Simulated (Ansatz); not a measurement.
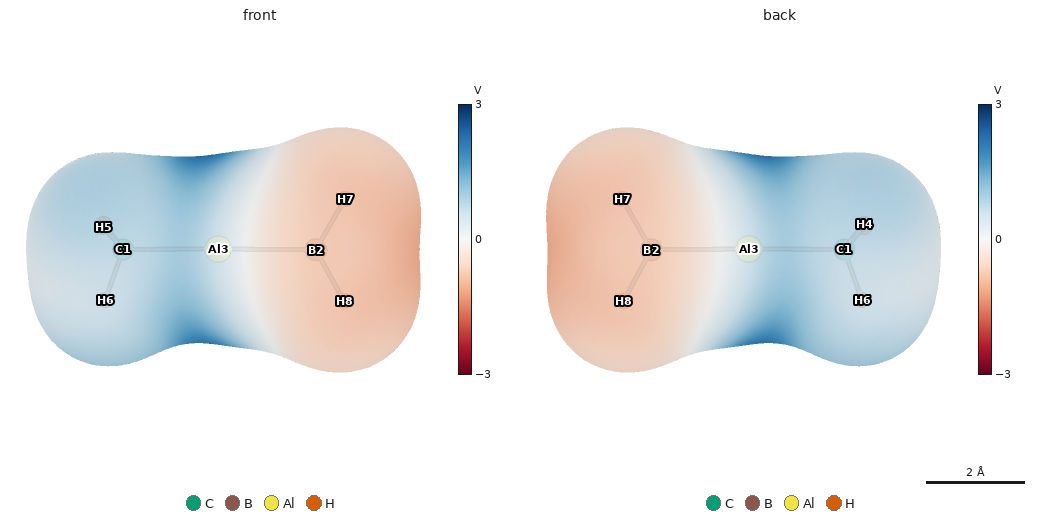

The picture shows: CH₅AlB (doublet). The molecular electrostatic potential painted on the density surface at 0.001 e/bohr³, seen from the front and from behind; the colour scale runs from red (negative) to blue (positive).

Geometry: PBE0-D4/def2-TZVP.

Theory: UKS PBE0-D4/def2-TZVPP in Ansatz 0.2.0.

Input

```
crystal:
  periodic: [false, false, false]
  atoms:
    - {symbol: C, position_ang: [-0.792052, 1.541085, -0.379422]}
    - {symbol: B, position_ang: [0.981525, -1.881253, 0.453916]}
    - {symbol: Al, position_ang: [0.093708, -0.147486, 0.025190]}
    - {symbol: H, position_ang: [-1.039771, 1.624738, -1.440830]}
    - {symbol: H, position_ang: [-0.175130, 2.399669, -0.101694]}
    - {symbol: H, position_ang: [-1.728410, 1.611847, 0.184027]}
    - {symbol: H, position_ang: [2.022629, -2.153972, -0.071405]}
    - {symbol: H, position_ang: [0.459866, -2.626860, 1.232697]}
basis:
  gaussian: {orbitals: def2-TZVPP}
magnetization: {spin_polarized: true, initial_magnetization: 1}
hamiltonian: {xc: pbe0, dispersion: d4}
output: {orbitals: {seedname: orbitals}}
```

Launched as:

```sh
ansatz run in.yaml --threads 2 --pin off --events-out ev --progress --plain --max-ram 4352MiB
```

Where is the surface potential most negative and most positive?

The most negative region (about −1.0 V, or −23 kcal/mol for a unit charge) lies over H7, the most positive (about +2.2 V, or +51 kcal/mol for a unit charge) over Al3.
